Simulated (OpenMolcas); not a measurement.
# W: multiconfigurational calculation

- system: W.
- method: state-averaged SS-CASPT2, IPEA shift 0.25, imaginary shift 0.1 hartree, closed shells 5s 5p 6s correlated, active space 4 electrons in the shell 5d, basis ANO-R2, X2C scalar Hamiltonian, spin-orbit coupling by RASSI with atomic mean-field integrals (OpenMolcas)

## The program's output (extracts)
```
--- CASPT2 ---
Orbital specifications:
      -----------------------

      Symmetry species                           1   2
                                                ag  au
      Frozen orbitals                           14  16
      Inactive orbitals                          2   3
      Active orbitals                            5   0
      Secondary orbitals                        30  20
      Deleted orbitals                           0   0
      Number of basis functions                 51  39
Type of calculation                        MS-CASPT2
      Fock operator                              state-specific
      IPEA shift                                 0.25
      Real shift                                 0.00
      Imaginary shift                            0.10
      The input orbitals will be transformed to quasi-canonical
Reference energy:      -16138.3909865935
      E2 (Non-variational):      -0.3512901420
      Shift correction:          -0.0007633435
      E2 (Variational):          -0.3520534854
      Total energy:          -16138.7430400789
      Residual norm:              0.0000001090
      Reference weight:           0.89587
      Contributions to the CASPT2 correlation energy
      Active & Virtual Only:         -0.0323425403
      One Inactive Excited:          -0.1628155253
      Two Inactive Excited:          -0.1561320764
Reference energy:      -16138.3909865935
      E2 (Non-variational):      -0.3511494814
      Shift correction:          -0.0007351610
      E2 (Variational):          -0.3518846424
      Total energy:          -16138.7428712358
      Residual norm:              0.0000001268
      Reference weight:           0.89641
      Contributions to the CASPT2 correlation energy
      Active & Virtual Only:         -0.0323426232
      One Inactive Excited:          -0.1626711824
      Two Inactive Excited:          -0.1561356758
::    CASPT2 Root  1     Total energy: -16138.74304008
::    CASPT2 Root  2     Total energy: -16138.74287124
::    CASPT2 Root  3     Total energy: -16138.74280929
::    CASPT2 Root  4     Total energy: -16138.74305931
::    CASPT2 Root  5     Total energy: -16138.74294392
::    MS-CASPT2 Root  1     Total energy: -16138.74307926
::    MS-CASPT2 Root  2     Total energy: -16138.74305003
::    MS-CASPT2 Root  3     Total energy: -16138.74304201
::    MS-CASPT2 Root  4     Total energy: -16138.74281273
::    MS-CASPT2 Root  5     Total energy: -16138.74273981
--- CASPT2 ---
Orbital specifications:
      -----------------------

      Symmetry species                           1   2
                                                ag  au
      Frozen orbitals                           14  16
      Inactive orbitals                          2   3
      Active orbitals                            5   0
      Secondary orbitals                        30  20
      Deleted orbitals                           0   0
      Number of basis functions                 51  39
Type of calculation                        MS-CASPT2
      Fock operator                              state-specific
      IPEA shift                                 0.25
      Real shift                                 0.00
      Imaginary shift                            0.10
      The input orbitals will be transformed to quasi-canonical
Reference energy:      -16138.3304871311
      E2 (Non-variational):      -0.3615577176
      Shift correction:          -0.0007482327
      E2 (Variational):          -0.3623059502
      Total energy:          -16138.6927930813
      Residual norm:              0.0000002917
      Reference weight:           0.89230
      Contributions to the CASPT2 correlation energy
      Active & Virtual Only:         -0.0417059911
      One Inactive Excited:          -0.1641883324
      Two Inactive Excited:          -0.1556633940
Reference energy:      -16138.3304871311
      E2 (Non-variational):      -0.3614837807
      Shift correction:          -0.0007361775
      E2 (Variational):          -0.3622199582
      Total energy:          -16138.6927070893
      Residual norm:              0.0000002025
      Reference weight:           0.89263
      Contributions to the CASPT2 correlation energy
      Active & Virtual Only:         -0.0417265501
      One Inactive Excited:          -0.1641277599
      Two Inactive Excited:          -0.1556294707
::    CASPT2 Root  1     Total energy: -16138.69279308
::    CASPT2 Root  2     Total energy: -16138.69270709
::    CASPT2 Root  3     Total energy: -16138.69272545
::    CASPT2 Root  4     Total energy: -16138.69277172
::    CASPT2 Root  5     Total energy: -16138.69266895
::    CASPT2 Root  6     Total energy: -16138.69264405
::    CASPT2 Root  7     Total energy: -16138.69262091
::    CASPT2 Root  8     Total energy: -16138.69303379
::    CASPT2 Root  9     Total energy: -16138.69278187
::    CASPT2 Root 10     Total energy: -16138.69280008
::    CASPT2 Root 11     Total energy: -16138.69280586
::    CASPT2 Root 12     Total energy: -16138.69560260
::    CASPT2 Root 13     Total energy: -16138.69561520
::    CASPT2 Root 14     Total energy: -16138.69561439
::    CASPT2 Root 15     Total energy: -16138.69043193
::    CASPT2 Root 16     Total energy: -16138.69005931
::    CASPT2 Root 17     Total energy: -16138.68966285
::    CASPT2 Root 18     Total energy: -16138.68970356
::    CASPT2 Root 19     Total energy: -16138.68981420
::    CASPT2 Root 20     Total energy: -16138.69014630
::    CASPT2 Root 21     Total energy: -16138.69015665
::    CASPT2 Root 22     Total energy: -16138.68359746
::    CASPT2 Root 23     Total energy: -16138.68371010
::    CASPT2 Root 24     Total energy: -16138.68394803
::    CASPT2 Root 25     Total energy: -16138.68380826
::    CASPT2 Root 26     Total energy: -16138.68394590
::    CASPT2 Root 27     Total energy: -16138.68355918
::    CASPT2 Root 28     Total energy: -16138.68402585
::    CASPT2 Root 29     Total energy: -16138.68357157
::    CASPT2 Root 30     Total energy: -16138.68400076
--- CASPT2 ---
Orbital specifications:
      -----------------------

      Symmetry species                           1   2
                                                ag  au
      Frozen orbitals                           14  16
      Inactive orbitals                          2   3
      Active orbitals                            5   0
      Secondary orbitals                        30  20
      Deleted orbitals                           0   0
      Number of basis functions                 51  39
Type of calculation                        MS-CASPT2
      Fock operator                              state-specific
      IPEA shift                                 0.25
      Real shift                                 0.00
      Imaginary shift                            0.10
      The input orbitals will be transformed to quasi-canonical
Reference energy:      -16138.3005359650
      E2 (Non-variational):      -0.3670056914
      Shift correction:          -0.0007605788
      E2 (Variational):          -0.3677662702
      Total energy:          -16138.6683022352
      Residual norm:              0.0000001830
      Reference weight:           0.89006
      Contributions to the CASPT2 correlation energy
      Active & Virtual Only:         -0.0459940795
      One Inactive Excited:          -0.1657827994
      Two Inactive Excited:          -0.1552288125
Reference energy:      -16138.3005359650
      E2 (Non-variational):      -0.3670283303
      Shift correction:          -0.0007682552
      E2 (Variational):          -0.3677965855
      Total energy:          -16138.6683325505
      Residual norm:              0.0000001710
      Reference weight:           0.88987
      Contributions to the CASPT2 correlation energy
      Active & Virtual Only:         -0.0460150778
      One Inactive Excited:          -0.1658067140
      Two Inactive Excited:          -0.1552065386
::    CASPT2 Root  1     Total energy: -16138.66830224
::    CASPT2 Root  2     Total energy: -16138.66833255
::    CASPT2 Root  3     Total energy: -16138.66842213
::    CASPT2 Root  4     Total energy: -16138.66853549
::    CASPT2 Root  5     Total energy: -16138.66860057
::    CASPT2 Root  6     Total energy: -16138.66895935
::    CASPT2 Root  7     Total energy: -16138.66853417
::    CASPT2 Root  8     Total energy: -16138.66845547
::    CASPT2 Root  9     Total energy: -16138.66835419
::    CASPT2 Root 10     Total energy: -16138.66861654
::    CASPT2 Root 11     Total energy: -16138.66881593
::    CASPT2 Root 12     Total energy: -16138.66828165
::    CASPT2 Root 13     Total energy: -16138.66822219
::    CASPT2 Root 14     Total energy: -16138.67010196
::    CASPT2 Root 15     Total energy: -16138.67059772
::    CASPT2 Root 16     Total energy: -16138.67101787
::    CASPT2 Root 17     Total energy: -16138.67133777
::    CASPT2 Root 18     Total energy: -16138.67114172
::    CASPT2 Root 19     Total energy: -16138.67001391
::    CASPT2 Root 20     Total energy: -16138.67159361
::    CASPT2 Root 21     Total energy: -16138.67085420
::    CASPT2 Root 22     Total energy: -16138.67075901
::    CASPT2 Root 23     Total energy: -16138.66765379
::    CASPT2 Root 24     Total energy: -16138.65460793
::    CASPT2 Root 25     Total energy: -16138.65476697
::    CASPT2 Root 26     Total energy: -16138.65469532
::    CASPT2 Root 27     Total energy: -16138.65482079
::    CASPT2 Root 28     Total energy: -16138.65489135
::    CASPT2 Root 29     Total energy: -16138.64354395
::    CASPT2 Root 30     Total energy: -16138.64311980
```

## Spin-orbit levels, grouped by J and assigned

| Configuration | Level | E (cm⁻¹) | LS purity (%) | Landé g |
| --- | --- | --- | --- | --- |
| 5d⁴ 6s² | ⁵D₀ | 0 | 71 | – |
| 5d⁴ 6s² | ⁵D₁ | 2,047 | 87 | 1.500 |
| 5d⁴ 6s² | ⁵D₂ | 4,059 | 94 | 1.485 |
| 5d⁴ 6s² | ⁵D₃ | 5,775 | 92 | 1.473 |
| 5d⁴ 6s² | ⁵D₄ | 7,178 | 81 | 1.445 |
| 5d⁴ 6s² | ³P₀ | 10,860 | 57 | – |
| 5d⁴ 6s² | ³H₄ | 13,160 | 56 | 0.951 |
| 5d⁴ 6s² | ³P₁ | 14,900 | 82 | 1.423 |
| 5d⁴ 6s² | ³G₃ | 15,400 | 58 | 0.906 |
| 5d⁴ 6s² | ³F₂ | 15,780 | 75 | 0.777 |
| 5d⁴ 6s² | ³H₅ | 16,140 | 77 | 1.071 |
| 5d⁴ 6s² | ³H₆ | 17,600 | 80 | 1.134 |
| 5d⁴ 6s² | J = 4 (even, mixed) | 18,540 | 35 | 1.062 |
| 5d⁴ 6s² | ³P₂ | 18,690 | 59 | 1.343 |
| 5d⁴ 6s² | J = 4 (even, mixed) | 19,570 | 35 | 1.093 |
| 5d⁴ 6s² | J = 3 (even, mixed) | 20,330 | 54 | 1.069 |
| 5d⁴ 6s² | ³D₃ | 21,320 | 62 | 1.188 |
| 5d⁴ 6s² | J = 2 (even, mixed) | 22,500 | 32 | 1.154 |
| 5d⁴ 6s² | ³G₅ | 22,620 | 77 | 1.163 |
| 5d⁴ 6s² | ³D₁ | 23,490 | 91 | 0.590 |
| 5d⁴ 6s² | ¹I₆ | 24,520 | 80 | 1.033 |
| 5d⁴ 6s² | ¹S₀ | 25,670 | 79 | – |
| 5d⁴ 6s² | J = 4 (even, mixed) | 26,930 | 50 | 1.061 |
| 5d⁴ 6s² | J = 2 (even, mixed) | 28,040 | 43 | 1.094 |
| 5d⁴ 6s² | ¹F₃ | 29,270 | 73 | 1.040 |
| 5d⁴ 6s² | ³P₂ | 32,700 | 81 | 1.392 |
| 5d⁴ 6s² | ³F₄ | 34,430 | 75 | 1.203 |
| 5d⁴ 6s² | ³F₂ | 35,650 | 78 | 0.756 |
| 5d⁴ 6s² | ³F₃ | 36,130 | 86 | 1.076 |
| 5d⁴ 6s² | ³P₁ | 36,410 | 98 | 1.490 |
| 5d⁴ 6s² | ³P₀ | 39,040 | 96 | – |
| 5d⁴ 6s² | ¹G₄ | 39,250 | 83 | 1.037 |
| 5d⁴ 6s² | ¹D₂ | 47,990 | 96 | 1.000 |

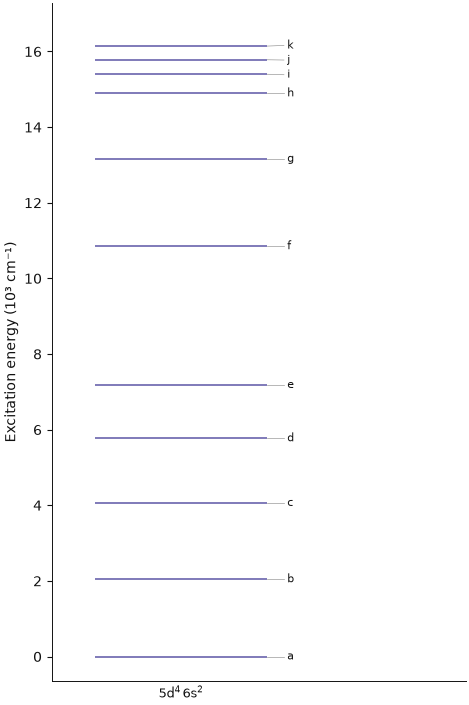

Fig. 1: The lowest computed levels of neutral tungsten, 11 of them lettered. a: 5d⁴ 6s² ⁵D₀ at 0; b: 5d⁴ 6s² ⁵D₁ at 2,050 cm⁻¹; c: 5d⁴ 6s² ⁵D₂ at 4,060 cm⁻¹; d: 5d⁴ 6s² ⁵D₃ at 5,780 cm⁻¹; e: 5d⁴ 6s² ⁵D₄ at 7,180 cm⁻¹; f: 5d⁴ 6s² ³P₀ at 10,900 cm⁻¹; g: 5d⁴ 6s² ³H₄ at 13,200 cm⁻¹; h: 5d⁴ 6s² ³P₁ at 14,900 cm⁻¹; i: 5d⁴ 6s² ³G₃ at 15,400 cm⁻¹; j: 5d⁴ 6s² ³F₂ at 15,800 cm⁻¹; k: 5d⁴ 6s² ³H₅ at 16,100 cm⁻¹.

## The input
```
&GATEWAY
Coord
1

W 0.0 0.0 0.0
Basis=ANO-R2
Group=XYZ
NoMove
AngMom=0.0 0.0 0.0
AMFI
&SEWARD
&RASSCF
FileOrb=start.orb
Symmetry=1
Spin=5
nActEl=4 0 0
Inactive=16 19
Ras2=5 0
CIRoot=5 5 1
SDav=5
CIMx=300
Iter=120 100
PrWF=0.3
OrbListing=Nothing
MaxOrb=0
Atom
>>> COPY $Project.JobIph JOB001
&RASSCF
FileOrb=start.orb
Symmetry=1
Spin=3
nActEl=4 0 0
Inactive=16 19
Ras2=5 0
CIRoot=45 45 1
SDav=45
CIMx=300
Iter=120 100
PrWF=0.3
OrbListing=Nothing
MaxOrb=0
Atom
>>> COPY $Project.JobIph JOB002
&RASSCF
FileOrb=start.orb
Symmetry=1
Spin=1
nActEl=4 0 0
Inactive=16 19
Ras2=5 0
CIRoot=50 50 1
SDav=50
CIMx=300
Iter=120 100
PrWF=0.3
OrbListing=Nothing
MaxOrb=0
Atom
>>> COPY $Project.JobIph JOB003
&RASSI
NrOfJobIphs=3 5 45 49
1 2 3 4 5
1 2 3 4 5 6 7 8 9 10 11 12 13 14 15 16 17 18 19 20 21 22 23 24 25 26 27
28 29 30 31 32 33 34 35 36 37 38 39 40 41 42 43 44 45
1 2 3 4 5 6 7 8 9 10 11 12 13 14 15 16 17 18 19 20 21 22 23 24 25 26 27
28 29 30 31 32 33 34 35 36 37 38 39 40 41 42 43 44 45 46 47 48 49
IphNames
JOB001
JOB002
JOB003
EJob
SpinOrbit
DIPRint=1.0
SOCoupling=1000.0
Subsets=2
MEES
Property=10
'ANGMOM' 1 'ANGMOM' 2 'ANGMOM' 3 'MLTPL  1' 1 'MLTPL  1' 2 'MLTPL  1' 3
'AMFI' 1 'AMFI' 2 'AMFI' 3 'MLTPL  2' 6
SOProperty=3
'ANGMOM' 1 'ANGMOM' 2 'ANGMOM' 3
>>> COPY JOB001 $Project.JobIph
&CASPT2
Multistate=5 1 2 3 4 5
Frozen=14 16
IPEA=0.25
Imaginary=0.1
MaxIter=60
WThr=0.0 0.3 0.05
PrWF=0.5
NoMix
>>> COPY JOB002 $Project.JobIph
&CASPT2
Multistate=45 1 2 3 4 5 6 7 8 9 10 11 12 13 14 15 16 17 18 19 20 21 22
23 24 25 26 27 28 29 30 31 32 33 34 35 36 37 38 39 40 41 42 43 44 45
Frozen=14 16
IPEA=0.25
Imaginary=0.1
MaxIter=60
WThr=0.0 0.3 0.05
PrWF=0.5
NoMix
>>> COPY JOB003 $Project.JobIph
&CASPT2
Multistate=49 1 2 3 4 5 6 7 8 9 10 11 12 13 14 15 16 17 18 19 20 21 22
23 24 25 26 27 28 29 30 31 32 33 34 35 36 37 38 39 40 41 42 43 44 45 46
47 48 49
Frozen=14 16
IPEA=0.25
Imaginary=0.1
MaxIter=60
WThr=0.0 0.3 0.05
PrWF=0.5
NoMix
```

The file start.orb holds starting orbitals from an earlier step. A driver script formed the levels outside the program, from RASSI's spin-orbit matrix and the CASPT2 energies (for multi-state variants, the effective Hamiltonian), averaged over the components of each term or state. The log and the time are those of the CASPT2 step.

Command:
```bash
OMP_NUM_THREADS=1 MOLCAS_MEM=1689 MOLCAS_PROJECT=a pymolcas a.inp > a.log  # once for each step of the input, in one work folder
```

## Summary

```
                                 quantity                                                     value
                                  outcome  converged; degenerate states are split by up to 492 cm⁻¹
                             lowest level                                               5d⁴ 6s² ⁵D₀
                      first excited level                 5d⁴ 6s² ⁵D₁, 2,047 cm⁻¹ (measured: 1,670)
      energy of the lowest spin-free term                                      −16138.74294 hartree
    energy of the lowest spin-orbit level                                      −16138.77401 hartree
                CASPT2 correlation energy                                           −0.3520 hartree
largest spread among components of a term                                                491.5 cm⁻¹
                  lowest reference weight                                                     0.853
                                 hardware                                 1 CPU thread, shared host
                                wall time                                                      38 s
```

## Remarks

The components of ³F, which symmetry makes degenerate, are split by 492 cm⁻¹ in CASPT2, and those of 11 more by over 50 cm⁻¹. This is an artefact; the levels of such states rest on averages and are uncertain by about as much. The run is of multi-state type; this report uses its single-state energies. To bear in mind: only configurations of the active space are included.
